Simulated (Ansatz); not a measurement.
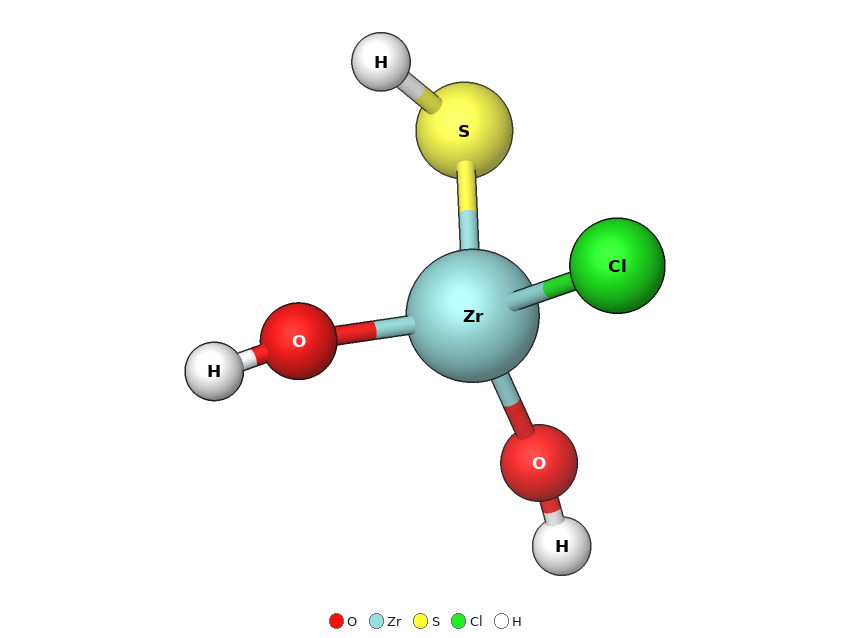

Charge 0, singlet. The geometry was computed by an optimisation with PBE0-D4/def2-TZVP. No frequency run is at hand to confirm it as a minimum. Program: Ansatz 0.2.0.

At this fixed geometry, give HOMO–LUMO gap (eV) at these levels: B3LYP-D4/def2-TZVPP; PBE-D4/def2-TZVPP; PBE0-D4/def2-TZVPP; r2SCAN-D4/def2-TZVPP; ωB97M-V/def2-TZVPP; ωB97X-V/def2-TZVPP.

| level | HOMO–LUMO gap (eV) |
| --- | --- |
| B3LYP-D4/def2-TZVPP | 5.90 |
| PBE-D4/def2-TZVPP | 4.33 |
| PBE0-D4/def2-TZVPP | 6.37 |
| r2SCAN-D4/def2-TZVPP | 4.79 |
| ωB97M-V/def2-TZVPP | 10.08 |
| ωB97X-V/def2-TZVPP | 10.73 |
